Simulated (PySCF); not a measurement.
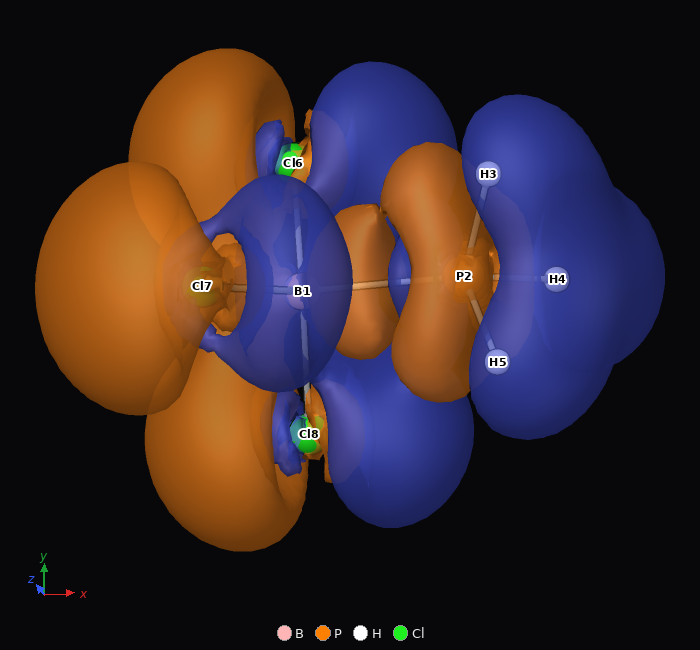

B(PH3)Cl3 (BCl3H3P). Change of the electron density in a uniform field of 0.10 V/Å, surfaces at ±0.0004 e/Å³ (orange: gain, blue: loss).

Computed with PySCF, ωB97X/def2-SVPD, geometry: GFN2-xTB. No frequency check shows the geometry to be a minimum. GFN2-xTB bond lengths at metals and heavier atoms can be off by up to 0.1 Å and shapes distorted, which carries into these values.

Coordinates in Å:

```
B1      -0.2140    0.0002   -0.0472
P2       1.7266   -0.0040    0.4423
H3       2.1573    0.9751    1.3081
H4       2.6027    0.1500   -0.6062
H5       2.2144   -1.1406    1.0447
Cl6     -0.4477    1.6460   -0.7964
Cl7     -1.0813   -0.2487    1.5336
Cl8     -0.3417   -1.3930   -1.2163
```

### Along which Cartesian direction does the field point?

Along +x: electrons gather on the −x side, against the field.

### How large is the response?

The induced dipole is 0.42 D (along the field); α along this axis, from the fields in both directions, is 83 bohr³ (12.4 Å³).

### Which atoms gain and lose the most charge?

Electrons gather most on Cl7 (Hirshfeld charge changes by −0.007 e) and leave H4 most (+0.004 e); 0.035 electrons are displaced in all.

Cost of the run: 58 s on 1 thread of Arm Neoverse V1, on a shared host, peak memory 0.79 GiB.
